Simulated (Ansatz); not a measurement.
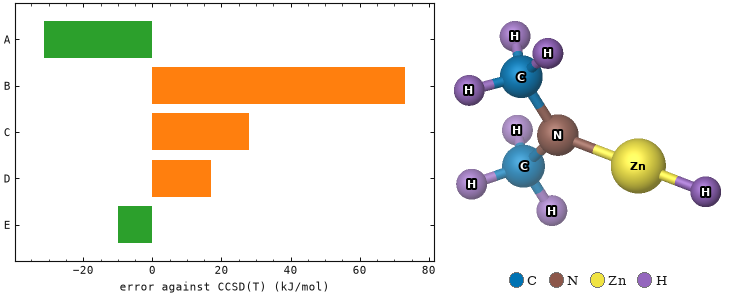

Error in the electronic atomisation energy (method less reference, so positive means overbinding) of C₂H₇NZn, SMILES C[N](C)[ZnH], singlet: functionals in def2-TZVPP against frozen-core CCSD(T) at the limit (MP2 extrapolated from triple and quadruple zeta, plus CCSD(T) less MP2 in a smaller set), which gives 3615.8 kJ/mol, at a PBE0-D4/def2-TZVP geometry (a minimum by its frequencies), no zero-point or spin-orbit term, the Ansatz code. The reference leaves out core correlation, a term that grows with the number of heavy atoms. Choice of cores on heavy atoms: Zn/Cu 3s3p.

> The letters stand for PBE-D4, r2SCAN0-D4, revPBE-D4, ωB97M-V and ωB97X-V. Which is which?

A: r2SCAN0-D4 (−31.4 kJ/mol); B: PBE-D4 (73.2 kJ/mol); C: ωB97X-V (27.9 kJ/mol); D: ωB97M-V (17.1 kJ/mol); E: revPBE-D4 (−10.0 kJ/mol).

Limits of at least one run: no scalar relativity up to krypton.
